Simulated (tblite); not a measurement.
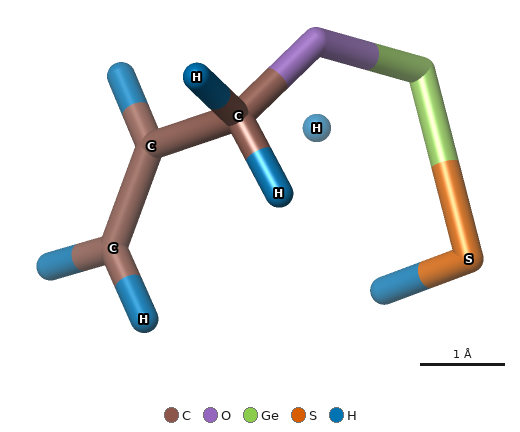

**Figure 1.** The input geometry (stick view, seen at a tilt). Sticks mark near contacts. Bond lengths as drawn: C–C 1.32 to 1.50 Å, C–H 1.08 to 1.11 Å, C–O 1.39 Å, Ge–O 1.88 Å, Ge–S 2.40 Å and H–S 1.31 Å.

## Nudged elastic band of C3H7GeOS (charge −1)

System: C3H7GeOS, charge −1.
Method: GFN2-xTB climbing-image nudged elastic band, gas phase (tblite 0.8.0).

The input
```
{"job": {"images": 9, "spring": 1.0, "start": "scan", "climb": true, "fmax": 0.1, "method": "GFN2-xTB", "steps": 200, "xc": "GFN2-xTB", "basis": "xTB", "kind": "neb"}, "charge": -1, "multiplicity": 1}
C      1.507754     0.968508    -0.448135
C      1.158918    -0.250804    -0.086304
C      0.285876    -0.571304     1.088750
O     -0.656331    -1.545341     0.802212
Ge    -2.115599    -1.349060    -0.374319
S     -2.717864     0.913065     0.150855
H      1.173778     1.837028     0.098416
H      2.124159     1.158083    -1.313379
H      1.463460    -1.114779    -0.661341
H     -0.193865     0.353268     1.447491
H      0.926019    -0.955459     1.909924
H     -1.120554    -0.721038    -1.965818
H     -1.840140     1.278320    -0.755780
```

The first line tells a small driver script what to run in tblite; the rest is the geometry in Å.

Machine: 1 CPU thread, shared host.

Launched with:
```bash
OMP_NUM_THREADS=1 python <driver script> task.json out
```

Output
```
image   E - E0 / eV
  0       0.0000
  1       0.0695
  2       0.2637
  3       0.3968
  4       0.1446
  5       0.0693
  6       0.0538
  7       0.0314
  8       0.0172
```

Summary

```json
{"quantity": "outcome", "value": "converged"}
{"quantity": "forward barrier", "value": "0.397 eV"}
{"quantity": "wall time", "value": "2.2 s"}
{"quantity": "peak memory", "value": "0.56 GiB"}
```
